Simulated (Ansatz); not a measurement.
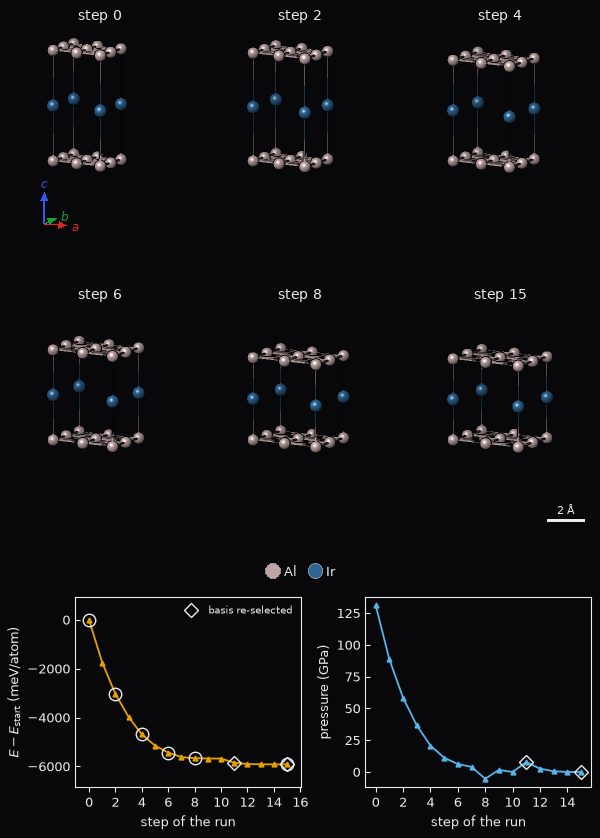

Frames of a relaxation of a crystal of Al4Ir (a generated structure, set up in P6/mmm) (coarse preliminary run), marked on the history of the run. The picture is a ball-and-stick view of the cell of the calculation, seen from a free direction.

Computed with DFT PBE, scalar-relativistic, plane waves, PAW in Ansatz. Settings: plane-wave cutoff 420 eV; k-point mesh 6 × 6 × 4; occupations gaussian; smearing width 0.1 eV; no spin polarisation; cell and atoms relaxed; force threshold 0.04 eV/Å; at most 70 steps.

**What happens along the run?**

No atom moves by more than 0.005 Å relative to the cell. The volume changes by +39.7 %, with a = b 3.851 → 5.315 Å (+38.0 %), c 6.153 → 4.514 Å (−26.6 %). Near-neighbour distances that change, for instance: Al–Ir 3.077 → 2.257 Å, Al–Al 1.926 → 2.658 Å. The space group stays P6/mmm (No. 191). Over 13 accepted moves (15 points after the start) the energy falls by 5915 meV per atom. All forces vanish by symmetry, so only the cell relaxes. Pressure: 131.11 GPa at the start and 0.01 GPa at the end. The SCF was repeated twice at an unchanged geometry on a basis and grid sized afresh for the cell, which shifted the energy by 167 meV per atom at most. From step 0 to 2: volume +17.5 %, energy −3036 meV per atom. From step 2 to 4: volume +10.7 %, energy −1654 meV per atom. From step 4 to 6: volume −0.8 %, energy −744 meV per atom. From step 6 to 8: volume +2.0 %, energy −229 meV per atom. From step 8 to 15: volume +6.1 %, energy −251 meV per atom.

```json
{"step": "0", "E − E(0), meV/atom": "0.00", "pressure, GPa": "131.11", "volume, Å³/atom": "15.806", "note": ""}
{"step": "1", "E − E(0), meV/atom": "-1750.72", "pressure, GPa": "88.54", "volume, Å³/atom": "17.239", "note": ""}
{"step": "2", "E − E(0), meV/atom": "-3035.60", "pressure, GPa": "58.38", "volume, Å³/atom": "18.576", "note": ""}
{"step": "3", "E − E(0), meV/atom": "-3978.23", "pressure, GPa": "36.70", "volume, Å³/atom": "19.753", "note": ""}
{"step": "4", "E − E(0), meV/atom": "-4690.06", "pressure, GPa": "20.75", "volume, Å³/atom": "20.567", "note": ""}
{"step": "5", "E − E(0), meV/atom": "-5148.93", "pressure, GPa": "11.28", "volume, Å³/atom": "20.710", "note": ""}
{"step": "6", "E − E(0), meV/atom": "-5434.36", "pressure, GPa": "6.24", "volume, Å³/atom": "20.411", "note": ""}
{"step": "7", "E − E(0), meV/atom": "-5617.92", "pressure, GPa": "4.03", "volume, Å³/atom": "19.843", "note": ""}
{"step": "8", "E − E(0), meV/atom": "-5663.43", "pressure, GPa": "-5.35", "volume, Å³/atom": "20.826", "note": ""}
{"step": "9", "E − E(0), meV/atom": "-5675.75", "pressure, GPa": "1.67", "volume, Å³/atom": "19.610", "note": ""}
{"step": "10", "E − E(0), meV/atom": "-5678.95", "pressure, GPa": "-0.01", "volume, Å³/atom": "19.949", "note": ""}
{"step": "11", "E − E(0), meV/atom": "-5845.73", "pressure, GPa": "7.83", "volume, Å³/atom": "19.949", "note": "same geometry, new basis"}
{"step": "12", "E − E(0), meV/atom": "-5902.13", "pressure, GPa": "2.65", "volume, Å³/atom": "21.192", "note": ""}
{"step": "13", "E − E(0), meV/atom": "-5913.21", "pressure, GPa": "0.58", "volume, Å³/atom": "21.878", "note": ""}
{"step": "14", "E − E(0), meV/atom": "-5913.85", "pressure, GPa": "0.02", "volume, Å³/atom": "22.089", "note": ""}
{"step": "15", "E − E(0), meV/atom": "-5914.78", "pressure, GPa": "0.01", "volume, Å³/atom": "22.089", "note": "same geometry, new basis"}
```
